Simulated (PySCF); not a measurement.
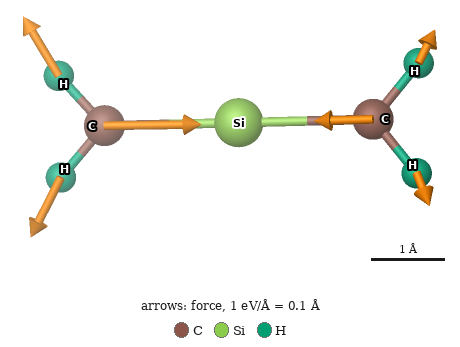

Starting geometry of C2H4Si with the computed forces as orange arrows. The picture is a ball-and-stick view, seen at a tilt.

It is one of the separated reactants of a reaction.

These are results of RKS PBE-D4/def2-SVP, density fitting (PySCF), not measurements. 

**What follows when this structure is relaxed?**

It isn't relaxed: the largest force vector, on a C atom, is 13.70 eV/Å. The final displacements have little in common with the starting forces (cosine between the two patterns 0.08). Over 17 geometry steps the energy falls by 96.2 kcal/mol. The largest moves after the best rigid fit, 0.67 Å, are those of H atoms. Largest moves by element: H 0.67 Å, C 0.18 Å. Si stays in place. Near-neighbour distances that change, for instance: C–Si 1.888 → 1.709 Å, C–H 0.940 → 1.101 Å, C–H 0.996 → 1.100 Å. Bond angles that change, for instance: H–C–H 96.3° → 117.9°, H–C–H 102.0° → 118.0°, Si–C–H 131.9° → 121.0°. The run took 61 s on 2 threads of Intel Xeon 6975P-C (shared host).
